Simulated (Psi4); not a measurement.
Run report: CH$_{3}$B$_{2}$NO$_{3}$, interaction calculation (part 2 of 2)

The same run, continued: CH$_{3}$B$_{2}$NO$_{3}$, SMILES C=NO.O=BB=O; PBE/6-31G*, RKS, dispersion D3(0) (Psi4 1.11). The geometry comes from this level: GFN2-xTB.

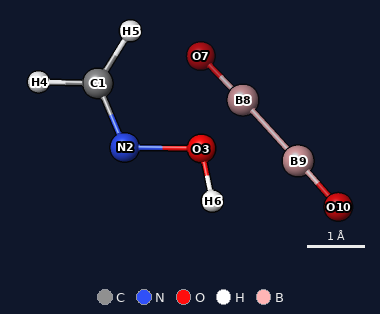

Fig. 1: The input geometry (ball-and-stick view, seen at a tilt; atoms are numbered from 1 in the order of the input).

**What the program printed, continued**
```
    Memory:     1.5 GiB
    Threads:    1
                ecpint, einsums, f̶o̶r̶t̶e̶, gauxc, gcp, g̶d̶m̶a̶, geometric, g̶p̶u̶_̶d̶f̶c̶c̶,
                i̶n̶t̶e̶g̶r̶a̶t̶o̶r̶x̶x̶, i̶p̶i̶, libefp, m̶d̶i̶, m̶p̶2̶d̶, m̶r̶c̶c̶, ooo,
                o̶p̶e̶n̶f̶e̶r̶m̶i̶o̶n̶p̶s̶i̶4̶, pcmsolver, p̶s̶i̶4̶f̶o̶c̶k̶c̶i̶, p̶s̶i̶x̶a̶s̶,
                p̶y̶e̶i̶n̶s̶u̶m̶s̶, r̶e̶s̶p̶, s̶i̶m̶i̶n̶t̶, s̶n̶s̶m̶p̶2̶,
                v̶2̶r̶d̶m̶_̶c̶a̶s̶s̶c̶f̶

  ==> Geometry <==

    Molecular point group: c1
    Full point group: C1

    Geometry (in Bohr), charge = 0, multiplicity = 1:

       Center              X                  Y                   Z               Mass
    ------------   -----------------  -----------------  -----------------  -----------------
         C           -1.696671704481    -2.781506781323     1.148858997972    12.000000000000
         N            0.635288128856    -2.671033392028     0.722083249799    14.003074004430
         O            1.868391117501    -0.536833397720     1.641302729005    15.994914619570
         H           -2.667348426084    -4.424037832309     0.447808399950     1.007825032230
         H           -2.759359191132    -1.344785802660     2.155478310481     1.007825032230
         H            3.625949797745    -0.772293272952     1.189620390498     1.007825032230
      Gh(O)          -3.354887482309     2.156687735201    -2.381867500311    15.994914619570
      Gh(B)          -1.221027638703     2.772436095920    -2.046082065078    11.009305360000
      Gh(B)           1.703871561019     3.528364340626    -1.581152746432    11.009305360000
      Gh(O)           3.865793837588     4.073002307244    -1.296068663145    15.994914619570

  Running in c1 symmetry.

  Rotational constants: A =      0.09847  B =      0.05753  C =      0.03728 [cm^-1]
  Rotational constants: A =   2951.91326  B =   1724.67208  C =   1117.69187 [MHz]
  Nuclear repulsion =   70.799491656252684

  Charge       = 0
  Multiplicity = 1
  Electrons    = 24
  Nalpha       = 12
  Nbeta        = 12

  ==> Iterations <==

                           Total Energy        Delta E     RMS |[F,P]|

   @DF-RKS iter SAD:  -169.23721575915152   -1.69237e+02   0.00000e+00
   @DF-RKS iter   1:  -169.43547671825738   -1.98261e-01   5.54543e-03 DIIS/ADIIS
   @DF-RKS iter   2:  -169.33054789368074    1.04929e-01   7.07456e-03 DIIS/ADIIS
   @DF-RKS iter   3:  -169.61039282860742   -2.79845e-01   1.21414e-03 DIIS/ADIIS
   @DF-RKS iter   4:  -169.61584131089816   -5.44848e-03   6.76923e-04 DIIS/ADIIS
   @DF-RKS iter   5:  -169.61854494258844   -2.70363e-03   1.36363e-04 DIIS/ADIIS
   @DF-RKS iter   6:  -169.61860150731655   -5.65647e-05   9.49645e-05 DIIS
   @DF-RKS iter   7:  -169.61864725650585   -4.57492e-05   5.86377e-06 DIIS
   @DF-RKS iter   8:  -169.61864746467933   -2.08173e-07   8.95111e-07 DIIS
  Energy and wave function converged.

  ==> Post-Iterations <==

   Electrons on quadrature grid:
      Ntotal   =   24.0000026455 ; deviation = 2.646e-06

    Final Occupation by Irrep:
              A
    DOCC [    12 ]
    NA   [    12 ]
    NB   [    12 ]

  @DF-RKS Final Energy:  -169.61864746467933

   => Energetics <=

    Nuclear Repulsion Energy =             70.7994916562526839
    One-Electron Energy =                -370.8678298012134746
    Two-Electron Energy =                 152.2121218261840454
    DFT Exchange-Correlation Energy =     -21.7617894695387371
    Empirical Dispersion Energy =          -0.0006416763638809
    VV10 Nonlocal Energy =                  0.0000000000000000
    Total Energy =                       -169.6186474646793272

Computation Completed

Properties will be evaluated at   0.000000,   0.000000,   0.000000 [a0]

Properties computed using the SCF density matrix

 Multipole Moments:

 ------------------------------------------------------------------------------------
     Multipole            Electronic (a.u.)      Nuclear  (a.u.)        Total (a.u.)
 ------------------------------------------------------------------------------------

 L = 1.  Multiply by 2.5417464519 to convert [e a0] to [Debye]
 Dipole X            :         -7.3809786            7.4133578            0.0323792
 Dipole Y            :         46.1507192          -46.2220585           -0.0713394
 Dipole Z            :        -28.8163479           28.8710657            0.0547178
 Magnitude           :                                                    0.0955602

 ------------------------------------------------------------------------------------

	total time  =          3 seconds =       0.05 minutes

    Psi4 run time: 0:00:03.90

    -----------------------------------------------------------------------
                               Psi4 1.11 release

    h
    h
    h

    -----------------------------------------------------------------------

    Memory:     1.5 GiB
    Threads:    1
                ecpint, einsums, f̶o̶r̶t̶e̶, gauxc, gcp, g̶d̶m̶a̶, geometric, g̶p̶u̶_̶d̶f̶c̶c̶,
                i̶n̶t̶e̶g̶r̶a̶t̶o̶r̶x̶x̶, i̶p̶i̶, libefp, m̶d̶i̶, m̶p̶2̶d̶, m̶r̶c̶c̶, ooo,
                o̶p̶e̶n̶f̶e̶r̶m̶i̶o̶n̶p̶s̶i̶4̶, pcmsolver, p̶s̶i̶4̶f̶o̶c̶k̶c̶i̶, p̶s̶i̶x̶a̶s̶,
                p̶y̶e̶i̶n̶s̶u̶m̶s̶, r̶e̶s̶p̶, s̶i̶m̶i̶n̶t̶, s̶n̶s̶m̶p̶2̶,
                v̶2̶r̶d̶m̶_̶c̶a̶s̶s̶c̶f̶

  ==> Geometry <==

    Molecular point group: c1
    Full point group: C1

    Geometry (in Bohr), charge = 0, multiplicity = 1:

       Center              X                  Y                   Z               Mass
    ------------   -----------------  -----------------  -----------------  -----------------
         C           -1.696671704481    -2.781506781323     1.148858997972    12.000000000000
         N            0.635288128856    -2.671033392028     0.722083249799    14.003074004430
         O            1.868391117501    -0.536833397720     1.641302729005    15.994914619570
         H           -2.667348426084    -4.424037832309     0.447808399950     1.007825032230
         H           -2.759359191132    -1.344785802660     2.155478310481     1.007825032230
         H            3.625949797745    -0.772293272952     1.189620390498     1.007825032230
         O           -3.354887482309     2.156687735201    -2.381867500311    15.994914619570
         B           -1.221027638703     2.772436095920    -2.046082065078    11.009305360000
         B            1.703871561019     3.528364340626    -1.581152746432    11.009305360000
         O            3.865793837588     4.073002307244    -1.296068663145    15.994914619570

  Running in c1 symmetry.

  Rotational constants: A =      0.09847  B =      0.05753  C =      0.03728 [cm^-1]
  Rotational constants: A =   2951.91326  B =   1724.67208  C =   1117.69187 [MHz]
  Nuclear repulsion =  230.924177703873681

  Charge       = 0
  Multiplicity = 1
  Electrons    = 50
  Nalpha       = 25
  Nbeta        = 25

  ==> Iterations <==

                           Total Energy        Delta E     RMS |[F,P]|

   @DF-RKS iter SAD:  -368.55267498224043   -3.68553e+02   0.00000e+00
   @DF-RKS iter   1:  -369.11217001510693   -5.59495e-01   1.00813e-02 DIIS/ADIIS
   @DF-RKS iter   2:  -366.20806616348409    2.90410e+00   2.43270e-02 DIIS/ADIIS
   @DF-RKS iter   3:  -369.50003124097066   -3.29197e+00   4.36837e-03 DIIS/ADIIS
   @DF-RKS iter   4:  -369.61011055819495   -1.10079e-01   1.80479e-03 DIIS/ADIIS
   @DF-RKS iter   5:  -369.62082059330459   -1.07100e-02   9.86245e-04 DIIS/ADIIS
   @DF-RKS iter   6:  -369.62558882307610   -4.76823e-03   3.46934e-04 DIIS/ADIIS
   @DF-RKS iter   7:  -369.62627159330850   -6.82770e-04   1.30045e-04 DIIS/ADIIS
   @DF-RKS iter   8:  -369.62633697009386   -6.53768e-05   6.57757e-05 DIIS
   @DF-RKS iter   9:  -369.62635591600713   -1.89459e-05   2.55549e-05 DIIS
   @DF-RKS iter  10:  -369.62635912990999   -3.21390e-06   5.96612e-06 DIIS
   @DF-RKS iter  11:  -369.62635930982640   -1.79916e-07   5.71866e-07 DIIS
  Energy and wave function converged.

  ==> Post-Iterations <==

   Electrons on quadrature grid:
      Ntotal   =   50.0000035049 ; deviation = 3.505e-06

    Orbital Energies [Eh]
    ---------------------

    Doubly Occupied:

       1A    -18.838681     2A    -18.801050     3A    -18.797497
       4A    -14.065437     5A     -9.935099     6A     -6.560738
       7A     -6.560245     8A     -1.015804     9A     -0.921691
      10A     -0.919196    11A     -0.802756    12A     -0.569576
      13A     -0.490384    14A     -0.464722    15A     -0.425455
      16A     -0.385858    17A     -0.381572    18A     -0.377369
      19A     -0.365038    20A     -0.346261    21A     -0.339864
      22A     -0.326344    23A     -0.325301    24A     -0.243192
      25A     -0.234469

    Virtual:

      26A     -0.094569    27A     -0.086805    28A     -0.040600
      29A      0.026447    30A      0.055314    31A      0.079389
      32A      0.106315    33A      0.110132    34A      0.115540
      35A      0.160254    36A      0.183671    37A      0.256153
      38A      0.299205    39A      0.356581    40A      0.386607
      41A      0.427875    42A      0.434467    43A      0.447705
      44A      0.527653    45A      0.569690    46A      0.611477
      47A      0.669590    48A      0.674105    49A      0.701716
      50A      0.723007    51A      0.775383    52A      0.784834
      53A      0.804089    54A      0.830942    55A      0.851564
      56A      0.868026    57A      0.877422    58A      0.889444
      59A      0.906854    60A      0.922787    61A      0.940219
      62A      1.028346    63A      1.041338    64A      1.060028
      65A      1.076422    66A      1.081618    67A      1.088345
      68A      1.132259    69A      1.141445    70A      1.182318
      71A      1.225743    72A      1.260511    73A      1.338826
      74A      1.395392    75A      1.438746    76A      1.515612
      77A      1.547664    78A      1.553685    79A      1.588960
      80A      1.610717    81A      1.635027    82A      1.685040
      83A      1.781399    84A      1.785748    85A      1.815958
      86A      1.826773    87A      1.831282    88A      1.937996
      89A      2.119890    90A      2.144780    91A      2.176019
      92A      2.237803    93A      2.240498    94A      2.257413
      95A      2.376310    96A      2.418033    97A      2.536914
      98A      2.586086    99A      2.662573   100A      2.666729
     101A      2.749430   102A      2.838085   103A      3.001056
     104A      3.098714   105A      3.351466   106A      3.569772
     107A      3.727484   108A      4.004606   109A      4.047294
     110A      4.155839   111A      4.172640

    Final Occupation by Irrep:
              A
    DOCC [    25 ]
    NA   [    25 ]
    NB   [    25 ]

  @DF-RKS Final Energy:  -369.62635930982640

   => Energetics <=

    Nuclear Repulsion Energy =            230.9241777038736814
    One-Electron Energy =                -962.6321673589045531
    Two-Electron Energy =                 408.9038028408918422
    DFT Exchange-Correlation Energy =     -46.8178520405145022
    Empirical Dispersion Energy =          -0.0043204551729258
    VV10 Nonlocal Energy =                  0.0000000000000000
    Total Energy =                       -369.6263593098263982

Computation Completed

Properties will be evaluated at   0.000000,   0.000000,   0.000000 [a0]

Properties computed using the SCF density matrix

 Multipole Moments:

 ------------------------------------------------------------------------------------
     Multipole            Electronic (a.u.)      Nuclear  (a.u.)        Total (a.u.)
 ------------------------------------------------------------------------------------

 L = 1.  Multiply by 2.5417464519 to convert [e a0] to [Debye]
 Dipole X            :        -13.9718347           13.9148282           -0.0570064
 Dipole Y            :        -35.3526599           35.1194640           -0.2331959
 Dipole Z            :         18.8723789          -18.6885977            0.1837812
 Magnitude           :                                                    0.3023335

 ------------------------------------------------------------------------------------

	total time  =          5 seconds =       0.08 minutes

    Psi4 run time: 0:00:05.00

  //>>>>>>>>>>>>>>>>>>>>>>>>>>>>>>>>>>>//
  //          ManyBody Results         //
  //<<<<<<<<<<<<<<<<<<<<<<<<<<<<<<<<<<<//

   ==> N-Body: Counterpoise Corrected (CP) energies <==

              MC n-Body  Total Energy            Interaction Energy                          N-body Contribution to Interaction Energy
                         [Eh]                    [Eh]                  [kcal/mol]            [Eh]                  [kcal/mol]
              §A  1        N/A                   0.000000000000        0.000000000000        0.000000000000        0.000000000000
     FULL/RTN §A  2        N/A                  -0.007489372021       -4.699651895705       -0.007489372021       -4.699651895705

   MC Legend: §A: "(auto)"

    Psi4 run time: 0:00:15.23

[set-up sections that repeat, and orbital energies of the middle runs, are left out above]
```

The run was set up as follows.

**The input (calc.dat)**
```
memory 1600 mb

molecule m {
  0 1
  C     -0.897840    -1.471910     0.607950
  N      0.336180    -1.413450     0.382110
  O      0.988710    -0.284080     0.868540
  H     -1.411500    -2.341100     0.236970
  H     -1.460190    -0.711630     1.140630
  H      1.918770    -0.408680     0.629520
  --
  0 1
  O     -1.775330     1.141270    -1.260430
  B     -0.646140     1.467110    -1.082740
  B      0.901650     1.867130    -0.836710
  O      2.045690     2.155340    -0.685850
  units angstrom
  symmetry c1
  no_reorient
  no_com
}

set reference rks
set df_basis_scf def2-universal-jfit

energy('pbe-d3zero/6-31G*', bsse_type='cp')
```

Launch command:
```bash
psi4 -i calc.dat -o calc.out -n 1
```

**Summary**

```csv
quantity,value
outcome,converged
basis functions,463
hardware,"1 thread of Intel Xeon (Granite Rapids), 64 GiB of memory available, shared host"
wall time,16 s
peak memory,0.79 GiB
```

**Remarks**

Settings chosen away from the usual ones: df_basis_scf set to def2-universal-jfit.
